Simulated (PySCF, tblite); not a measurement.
# C₈H₁₈P+: geometry, infrared bands and NMR shifts

What infrared bands and NMR shifts should C₈H₁₈P+ (`C/C=C\[P+](C)(CC)CC`) show?

Programs: tblite 0.8.0 and PySCF 2.14.0, with density-fitted response routines of our own. Each step states its level of theory. These are calculated values for one molecule in the gas phase, unless marked as measured. Atoms count from 0, in the outputs and in this text.

**1. Starting geometry**

27 atoms, charge 1, multiplicity 1; geometry from: force field or distance geometry start.

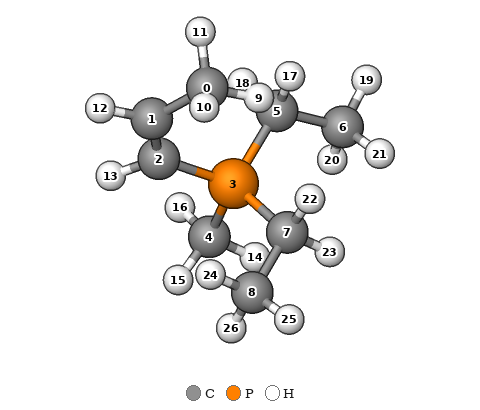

As it starts; carbon grey, phosphorus orange, hydrogen white, atoms numbered.

**2. Geometry optimisation with GFN2-xTB**

The job: settings as JSON, then the geometry in Å.

```
{"job": {"kind": "relax", "xc": "GFN2-xTB", "basis": "xTB"}, "charge": 1, "multiplicity": 1}
C     -2.547500    -0.900100     0.991000
C     -1.893500    -1.654900    -0.113000
C     -0.733500    -1.365300    -0.730800
P      0.304400    -0.010700    -0.484100
C      1.677600    -0.203400    -1.572600
C     -0.546000     1.485300    -0.891700
C      0.291300     2.750800    -0.761400
C      0.923500     0.035000     1.189900
C      1.558900    -1.258300     1.680100
H     -2.033600     0.015900     1.270400
H     -2.634600    -1.526000     1.884000
H     -3.572600    -0.622900     0.685200
H     -2.417900    -2.562600    -0.400500
H     -0.439100    -2.068300    -1.511100
H      2.414600     0.597200    -1.418800
H      2.179100    -1.160200    -1.417800
H      1.352400    -0.148600    -2.619400
H     -1.429500     1.590900    -0.258200
H     -0.901600     1.416200    -1.915700
H     -0.295300     3.628500    -1.025000
H      1.164100     2.714400    -1.405800
H      0.641200     2.879200     0.271400
H      0.117700     0.315100     1.884700
H      1.655900     0.823700     1.256100
H      0.832400    -2.071400     1.679800
H      1.917700    -1.132200     2.705800
H      2.394100    -1.540800     1.039800
```

The run is started by

```bash
$ OMP_NUM_THREADS=1 python probes_run.py task.json out
```

The driver reads the jobs from task.json and runs them one after another.

The program printed:

```text
step      E/eV     max force
  0    -772.80907    2.562
  1    -772.93943    1.145
  2    -772.97896    0.594
  3    -772.99450    0.297
  4    -773.00252    0.229
  5    -773.00955    0.146
  6    -773.01372    0.149
  7    -773.01837    0.139
  8    -773.02119    0.122
  9    -773.02278    0.078
 10    -773.02364    0.056
 11    -773.02442    0.059
 12    -773.02522    0.061
 13    -773.02599    0.060
 14    -773.02675    0.054
 15    -773.02756    0.062
 16    -773.02844    0.065
 17    -773.02925    0.059
 18    -773.02985    0.055
 19    -773.03028    0.045
 20    -773.03068    0.038
 21    -773.03111    0.045
 22    -773.03148    0.044
 23    -773.03171    0.028
 24    -773.03185    0.024
 25    -773.03196    0.023
 26    -773.03210    0.025
 27    -773.03224    0.023
 28    -773.03235    0.019
 29    -773.03244    0.024
 30    -773.03252    0.024
 31    -773.03261    0.025
 32    -773.03272    0.019
 33    -773.03283    0.023
 34    -773.03293    0.022
 35    -773.03303    0.020
 36    -773.03312    0.018
 37    -773.03318    0.015
 38    -773.03323    0.013
 39    -773.03328    0.016
 40    -773.03335    0.018
 41    -773.03342    0.017
 42    -773.03349    0.014
 43    -773.03354    0.016
 44    -773.03359    0.016
 45    -773.03365    0.020
 46    -773.03372    0.019
 47    -773.03377    0.013
 48    -773.03380    0.014
 49    -773.03383    0.015
 50    -773.03386    0.015
 51    -773.03390    0.016
 52    -773.03392    0.011
 53    -773.03393    0.008
```

It took 0.52 s on 1 thread of Arm Neoverse V1, shared host.

Relaxation path: (not every step is listed)

```tsv
step	energy from step 0 (eV)	largest force (eV/Å)
0	0.0000	2.5616
1	-0.1304	1.1453
2	-0.1699	0.5936
3	-0.1854	0.2969
4	-0.1934	0.2288
5	-0.2005	0.1459
6	-0.2047	0.1494
7	-0.2093	0.1389
8	-0.2121	0.1221
12	-0.2161	0.0615
16	-0.2194	0.0652
20	-0.2216	0.0380
24	-0.2228	0.0238
28	-0.2233	0.0188
32	-0.2237	0.0192
36	-0.2241	0.0180
40	-0.2243	0.0185
44	-0.2245	0.0162
48	-0.2247	0.0143
49	-0.2248	0.0147
50	-0.2248	0.0145
51	-0.2248	0.0158
52	-0.2248	0.0109
53	-0.2249	0.0079
```

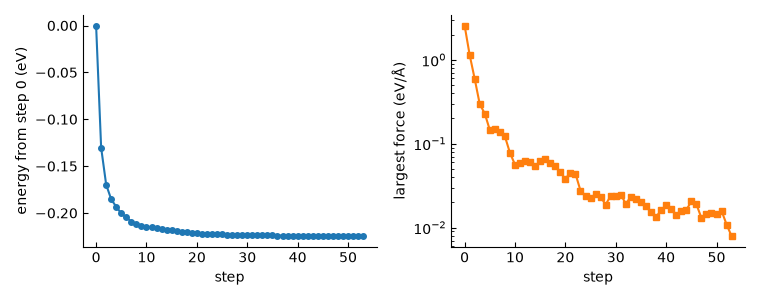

Energy and force, step by step.

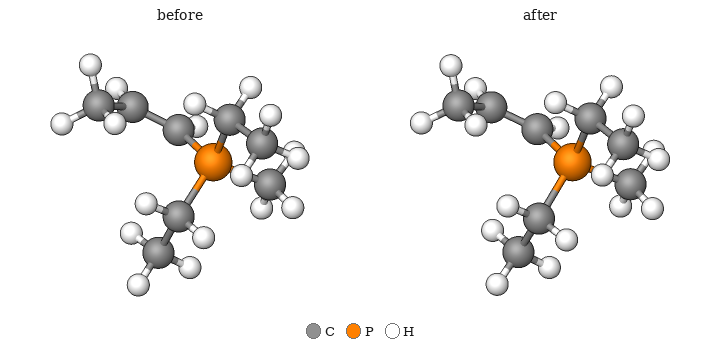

Before and after, at one scale.

Close pairs (by a distance rule), those that changed most:

```tsv
bond	before (Å)	after (Å)	change (Å)
C2–P3	1.724	1.796	+0.072
P3–C5	1.768	1.831	+0.063
P3–C4	1.763	1.809	+0.046
P3–C7	1.785	1.831	+0.045
C7–H23	1.078	1.094	+0.015
C0–H11	1.105	1.090	-0.015
C1–C2	1.346	1.332	-0.014
C6–H21	1.098	1.087	-0.011
```

The final coordinates are the input of the step that follows.

**3. Harmonic vibrations with GFN2-xTB**

The job: settings as JSON, then the geometry in Å.

```
{"job": {"kind": "ir", "xc": "GFN2-xTB", "basis": "xTB"}, "charge": 1, "multiplicity": 1}
C     -2.547516    -0.945859     0.983396
C     -1.904050    -1.721263    -0.098105
C     -0.769806    -1.425974    -0.731093
P      0.283308     0.002392    -0.453991
C      1.675578    -0.217987    -1.588189
C     -0.575814     1.558345    -0.894095
C      0.312374     2.790073    -0.754350
C      0.960583     0.091827     1.244261
C      1.536460    -1.251566     1.679269
H     -1.980038    -0.056242     1.246657
H     -2.663974    -1.573812     1.866586
H     -3.552210    -0.655920     0.675879
H     -2.427514    -2.624508    -0.387548
H     -0.394140    -2.076339    -1.511445
H      2.430928     0.546323    -1.411892
H      2.119704    -1.200805    -1.433645
H      1.320162    -0.147036    -2.616084
H     -1.463349     1.654286    -0.264723
H     -0.914400     1.439632    -1.927966
H     -0.247300     3.671985    -1.055725
H      1.191687     2.722308    -1.389970
H      0.631123     2.934302     0.275120
H      0.170958     0.411212     1.927895
H      1.737878     0.861038     1.241533
H      0.781778    -2.033792     1.628587
H      1.888210    -1.185668     2.705414
H      2.379486    -1.540529     1.056389
```

The program printed:

```text
mode    cm-1     km/mol
  1      27.0      0.31
  2      41.1      0.10
  3      74.2      0.33
  4     114.1      0.49
  5     124.9      0.21
  6     161.6      0.04
  7     172.1      0.02
  8     195.0      1.22
  9     203.3      0.13
 10     204.4      2.33
 11     223.5      0.44
 12     246.3      0.91
 13     257.1      0.66
 14     279.2      1.96
 15     342.7      3.69
 16     398.4      5.69
 17     534.3     13.89
 18     625.5      4.99
 19     695.8     15.64
 20     722.5      3.22
 21     732.9     10.29
 22     756.4     42.70
 23     767.0     21.01
 24     819.5     86.85
 25     866.9     80.43
 26     877.4     71.28
 27     911.5      1.73
 28     976.3     19.40
 29     983.3     17.64
 30     990.6     15.75
 31    1007.6     11.06
 32    1009.5      2.87
 33    1015.0      2.32
 34    1059.1      6.17
 35    1067.5     17.50
 36    1076.8      8.35
 37    1197.8      0.93
 38    1200.6      2.04
 39    1221.7      2.91
 40    1235.2      2.22
 41    1244.8      3.72
 42    1296.6      0.27
 43    1317.7     29.67
 44    1385.1     34.84
 45    1400.6      2.63
 46    1402.9      8.79
 47    1408.1     14.71
 48    1410.6     22.22
 49    1420.5      1.23
 50    1424.7      4.39
 51    1443.4      4.97
 52    1453.9     45.88
 53    1481.2      5.82
 54    1481.4      9.42
 55    1487.0     11.49
 56    1489.7     11.95
 57    1656.9     95.47
 58    2941.1      3.07
 59    2947.1      3.16
 60    2962.8      3.78
 61    2965.4      6.43
 62    2999.5      3.02
 63    3003.7      1.55
 64    3004.9      0.44
 65    3010.3      0.38
 66    3023.9      0.13
 67    3031.2      1.30
 68    3035.6     20.59
 69    3037.8      9.75
 70    3044.4      8.30
 71    3045.7      8.08
 72    3047.2     14.90
 73    3057.0      3.88
 74    3058.6      6.73
 75    3059.5     11.38
```

Run time: 1.5 s. Hardware: 1 thread of Arm Neoverse V1, shared host.

The strongest bands and the atoms that carry them (share of the mass-weighted mode):

```tsv
cm⁻¹	km/mol	atoms
756	42.7	P3 21 %, C5 16 %
820	86.8	P3 35 %, C4 28 %
867	80.4	H15 28 %, H16 24 %, C4 14 %, P3 11 %
877	71.3	H14 31 %, P3 15 %, C4 14 %, H16 11 %
1318	29.7	H16 27 %, H14 27 %, H15 26 %, C4 19 %
1385	34.8	H11 31 %, H10 30 %, C0 20 %, H9 15 %
1454	45.9	H10 36 %, H11 34 %, H9 20 %
1657	95.5	C1 54 %, C2 39 %
```

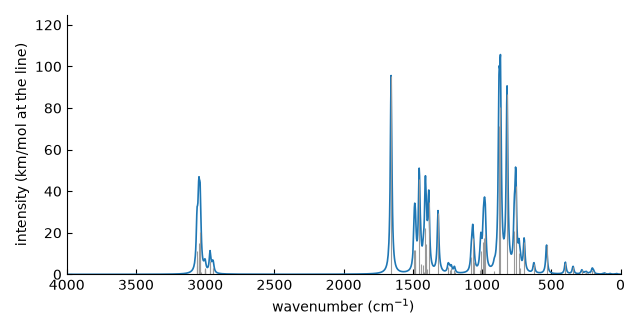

The infrared spectrum from these modes, unscaled. Lines are broadened to a width of 14 cm⁻¹ (Lorentzian).

**4. Shielding tensors: PBE0/pcSseg-1**

The job, as its differences from that of step 3:

```diff
@@ -1,2 +1,2 @@
-{"job": {"kind": "ir", "xc": "GFN2-xTB", "basis": "xTB"}, "charge": 1, "multiplicity": 1}
+{"job": {"kind": "nmr", "xc": "PBE0", "basis": "pcSseg-1"}, "charge": 1, "multiplicity": 1}
 C     -2.547516    -0.945859     0.983396
```

Method: GIAO PBE0/pcSseg-1 NMR shielding, non-relativistic, gas phase.

The program printed:

```text
coarse grid: 21472 points
cycle   1  E = -656.1205978389  dE =  1.036e+00  |g| = 5.192e-01  |ddm| = 4.440e+00
cycle   2  E = -656.1128323551  dE =  7.765e-03  |g| = 5.506e-01  |ddm| = 1.014e+00
cycle   3  E = -656.1868398164  dE = -7.401e-02  |g| = 6.211e-02  |ddm| = 5.662e-01
cycle   4  E = -656.1873748630  dE = -5.350e-04  |g| = 4.170e-02  |ddm| = 8.218e-02
cycle   5  E = -656.1878116315  dE = -4.368e-04  |g| = 6.265e-03  |ddm| = 3.822e-02
cycle   6  E = -656.1878207730  dE = -9.142e-06  |g| = 1.881e-03  |ddm| = 7.168e-03
final grid: 198288 points
cycle   7  E = -656.2432024666  dE = -6.548e-05  |g| = 1.102e-02  |ddm| = 5.241e-02
cycle   8  E = -656.2431969854  dE =  5.481e-06  |g| = 1.213e-02  |ddm| = 1.752e-02
cycle   9  E = -656.2432331860  dE = -3.620e-05  |g| = 5.896e-04  |ddm| = 9.411e-03
cycle  10  E = -656.2432332474  dE = -6.141e-08  |g| = 3.190e-04  |ddm| = 8.487e-04
cycle  11  E = -656.2432332721  dE = -2.468e-08  |g| = 9.405e-05  |ddm| = 3.529e-04
cycle  12  E = -656.2432332741  dE = -2.000e-09  |g| = 3.160e-05  |ddm| = 1.001e-04
cycle  13  E = -656.2432332743  dE = -2.551e-10  |g| = 4.326e-06  |ddm| = 3.111e-05
converged SCF energy = -656.2432332743

GIAO shielding tensors (ppm)
atom      isotropic    diamagn.    paramagn.     s11        s22        s33       span
  0 C      162.269     254.073     -91.804    146.334    162.444    178.027     31.693
  1 C       13.015     256.969    -243.954   -114.946    -11.736    165.726    280.672
  2 C       75.218     267.837    -192.618    -19.970    104.670    140.955    160.925
  3 P      309.526     973.190    -663.664    285.534    307.001    336.043     50.509
  4 C      180.025     256.716     -76.691    166.746    181.516    191.812     25.066
  5 C      161.017     257.226     -96.209    145.343    163.495    174.214     28.871
  6 C      179.202     248.590     -69.388    174.310    174.467    188.828     14.518
  7 C      165.601     258.721     -93.120    158.172    163.828    174.804     16.632
  8 C      179.598     248.348     -68.751    174.008    175.896    188.890     14.882
  9 H       30.004      36.097      -6.094     25.445     30.595     33.971      8.527
 10 H       29.112      28.904       0.208     25.547     26.335     35.453      9.905
 11 H       29.060      28.620       0.440     25.446     26.046     35.689     10.243
 12 H       23.912      29.337      -5.424     22.069     22.900     26.769      4.699
 13 H       26.258      33.888      -7.630     22.482     27.165     29.127      6.645
 14 H       29.950      31.876      -1.925     25.039     27.744     37.068     12.029
 15 H       29.597      32.002      -2.405     24.518     27.742     36.531     12.013
 16 H       29.954      31.476      -1.523     25.335     26.710     37.816     12.481
 17 H       29.170      34.329      -5.159     23.363     29.219     34.926     11.563
 18 H       29.504      33.147      -3.643     24.612     28.145     35.755     11.143
 19 H       29.686      27.028       2.658     24.300     26.265     38.494     14.194
 20 H       30.556      30.388       0.168     25.012     30.044     36.613     11.601
 21 H       30.537      31.067      -0.530     25.142     30.046     36.423     11.281
 22 H       29.421      34.790      -5.369     24.923     28.177     35.162     10.239
 23 H       29.472      33.937      -4.466     24.164     29.128     35.123     10.959
 24 H       30.438      31.707      -1.269     24.737     30.479     36.098     11.361
 25 H       29.736      27.864       1.872     24.402     26.286     38.520     14.118
 26 H       30.640      30.710      -0.070     25.046     29.647     37.229     12.183
```

Run time: 80 s. Hardware: 1 thread of Arm Neoverse V1, shared host; peak memory 1.2 GiB.

Shifts follow as δ = σ(reference) − σ, with reference shieldings (ppm) from runs at the same level and on the same kind of geometry: 1H TMS 31.72, 13C TMS 186.9, 31P H3PO4 318.4. The references are single molecules in the gas phase, so shifts against H2O, NH3, PH3, H3PO4 or CFCl3 are not on the usual liquid scales and can be off by tens of ppm. Atoms listed in one row are averaged.

```tsv
atoms	environment	σ (ppm)	δ (ppm)
C1	alkene CH	13.0	173.9
C2	alkene CH	75.2	111.7
C0	allylic methyl carbon	162.3	24.7
C5, C7	sp3 CH2 bonded to P	163.3	23.6
C6, C8	methyl carbon	179.4	7.5
C4	methyl carbon bonded to P	180.0	6.9
H12	hydrogen on an alkene CH	23.91	7.80
H13	hydrogen on an alkene CH	26.26	5.46
H17, H23	hydrogen on an sp3 CH2 bonded to P	29.32	2.40
H9, H10, H11	hydrogen on an allylic methyl carbon	29.39	2.33
H18, H22	hydrogen on an sp3 CH2 bonded to P	29.46	2.25
H14, H15, H16	hydrogen on a methyl carbon bonded to P	29.83	1.88
H19, H20, H21, H24, H25, H26	hydrogen on a methyl carbon	30.27	1.45
P3	phosphorus bonded to 4 C	309.5	8.8
```

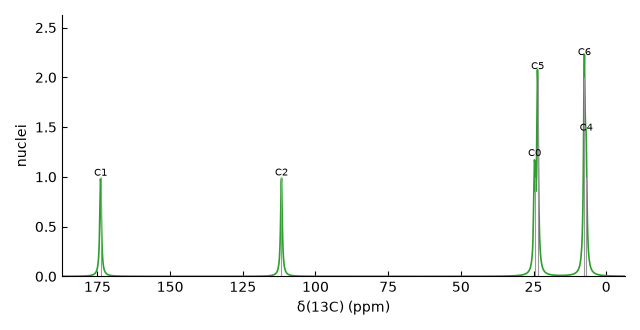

13C lines at the computed shifts, without couplings. Lines are broadened to a width of 0.67 ppm (Lorentzian).

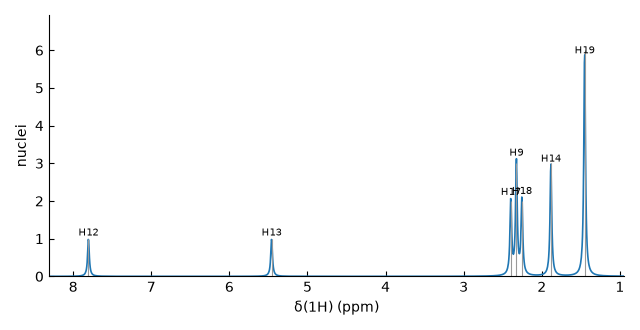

1H lines at the computed shifts, without couplings. Lines are broadened to a width of 0.03 ppm (Lorentzian).

Charges from the same density, by scheme (e):

```tsv
atoms	Mulliken	IAO	Hirshfeld	ESP fit
C0	-0.25	-0.43	-0.10	-0.48
C1	-0.12	-0.04	0.03	0.23
C2	-0.34	-0.44	-0.10	-0.74
P3	0.43	1.18	0.47	0.83
C4	-0.41	-0.64	-0.13	-0.64
C5, C7	-0.40	-0.45	-0.08	-0.13
C6, C8	-0.27	-0.42	-0.10	-0.31
```

ESP fit charges:

C0 -0.48; C1 0.23; C2 -0.74; P3 0.83; C4 -0.64; C5 -0.26; C6 -0.26; C7 0.00; C8 -0.35; H9 0.14; H10 0.19; H11 0.18; H12 0.14; H13 0.28; H14 0.21; H15 0.22; H16 0.22; H17 0.13; H18 0.15; H19 0.15; H20 0.09; H21 0.07; H22 0.07; H23 0.07; H24 0.12; H25 0.14; H26 0.11

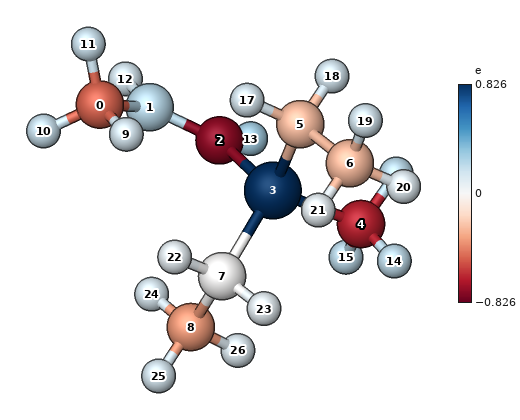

ESP fit charges, as colours on the atoms.

Mayer bond orders: C0–C1 1.10, C1–C2 1.88, C2–P3 0.97, P3–C4 1.07, P3–C5 0.99, C5–C6 1.03, P3–C7 0.98, C7–C8 1.03.

Orbitals, density, ELF and potential are computed afterwards from the orbital file.

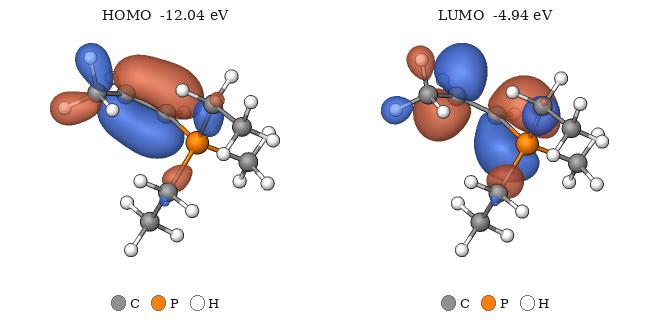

PBE0/pcSseg-1 orbitals near the gap, drawn at the value that encloses 70 % of each; the two colours are the two signs.

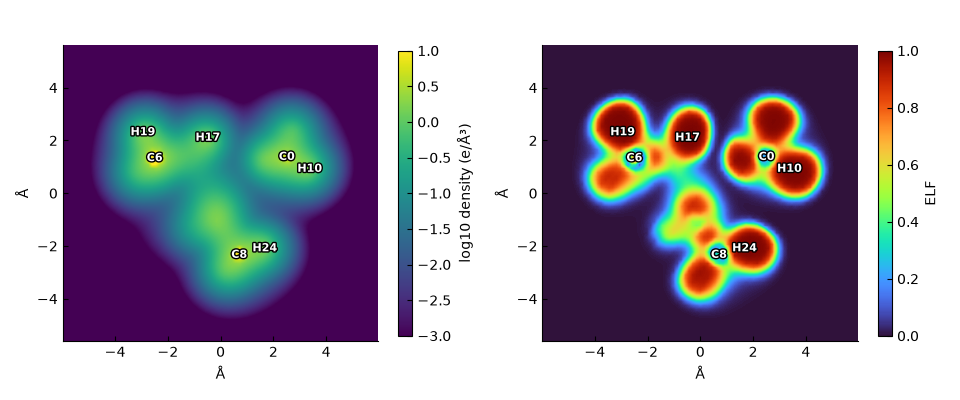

Density (left) and ELF (right) in a plane through or near 7 of the atoms.

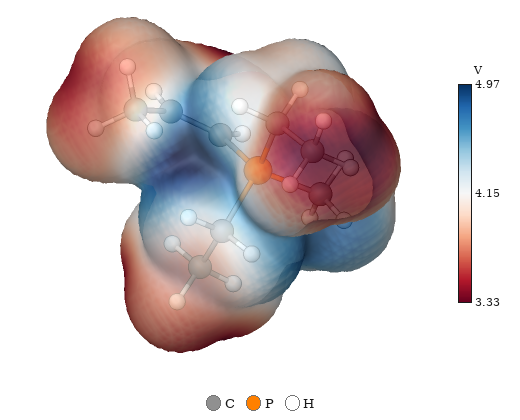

The potential that a unit positive charge feels on the 0.002 e/bohr³ surface, from the 1st to the 99th percentile, from 3.33 to 4.97 V.

**5. Results**

| quantity | value |
| --- | --- |
| strongest single infrared mode (GFN2-xTB) | 1657 cm⁻¹, 95 km/mol |
| zero-point energy (GFN2-xTB) | 148.5 kcal/mol |
| 13C shifts against TMS (PBE0/pcSseg-1, means over atoms taken as alike) | 173.9, 111.7, 24.7, 23.6, 7.5, 6.9 ppm |
| 1H shifts against TMS (PBE0/pcSseg-1, means over atoms taken as alike) | 7.80, 5.46, 2.40, 2.33, 2.25, 1.88, 1.45 ppm |
| 31P shifts against H3PO4 (PBE0/pcSseg-1) | 8.8 ppm |

In words: Relaxing lowered the energy by 0.225 eV in 53 steps; the close pair that moved most is C2–P3, from 1.724 to 1.796 Å. No mode is imaginary among the 75: a minimum at this level. The strongest single mode, at 1657 cm⁻¹, moves mainly C1 and C2. GFN2-xTB is a fitted tight-binding method: band positions and strengths are rough. Its intensities can rank the bands wrongly. At PBE0/pcSseg-1: The widest tensor belongs to C1: span 281 ppm, with a paramagnetic part of -244 ppm. By nearest atom (PBE0/pcSseg-1), the HOMO sits on C2 40 %; C1 26 % and the LUMO on C1 34 %; C2 20 %.
